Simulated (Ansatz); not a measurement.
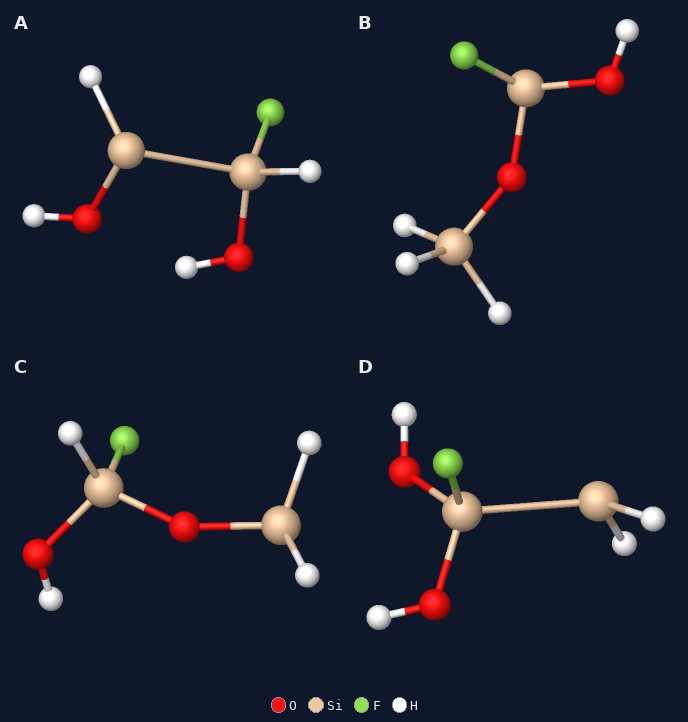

(Drawn from a calculation with Ansatz.)

The species is neutral and a spin doublet.

> Which panel belongs to which SMILES?
(1) O[Si](F)O[SiH3]
(2) O[SiH][Si@@H](O)F
(3) O[Si](O)(F)[SiH2]
(4) O[Si@H](F)O[SiH2]

A is (2), B is (1), C is (4), D is (3).
